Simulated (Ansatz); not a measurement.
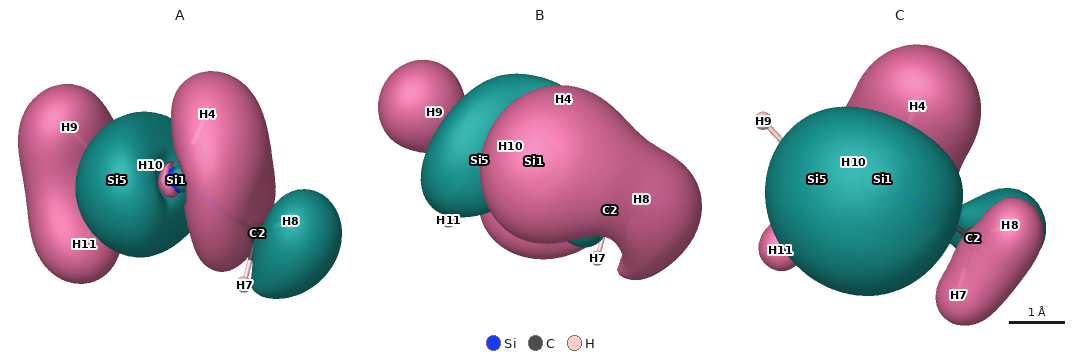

CH$_{8}$Si$_{2}$. Three frontier orbitals at ±0.06 Å⁻³ᐟ² (teal and pink are the two phases), in no order.

A transition-state structure; geometry: PBE0-D4/def2-TZVP.

The calculation used RKS PBE0-D4/def2-TZVPP (Ansatz 0.2.0).

| atom | x (Å) | y (Å) | z (Å) |
| --- | --- | --- | --- |
| Si | -0.3332 | 1.2573 | 0.3456 |
| C | 1.5207 | 0.6209 | -0.3909 |
| H | 0.2046 | -0.1240 | -0.2917 |
| H | -0.9464 | 1.4396 | -1.0318 |
| Si | -1.3137 | -0.9221 | 0.6279 |
| H | 1.6878 | -0.1263 | -1.1733 |
| H | 2.1202 | 0.3620 | 0.4799 |
| H | 1.8487 | 1.5767 | -0.8008 |
| H | -2.7551 | -0.5796 | 0.7674 |
| H | -1.2223 | -1.9801 | -0.4240 |
| H | -0.8111 | -1.5245 | 1.8916 |

Which picture is the HOMO−1, the HOMO and the LUMO?

Answer. A is the HOMO−1 (−7.81 eV). By Hirshfeld shares it lies mainly on Si5 (about 30 %), Si1 (about 30 %) and C2 (about 15 %). C is the HOMO (−6.63 eV). It lies mainly on Si1 (about 65 %), H4 (about 10 %) and Si5 (about 10 %). B is the LUMO (−0.84 eV). Its weight (Hirshfeld) is mainly on Si1 (about 35 %), Si5 (about 20 %), C2 (about 15 %) and H3 (about 10 %).

What is the HOMO–LUMO gap?

Answer. 5.79 eV between the orbital energies.
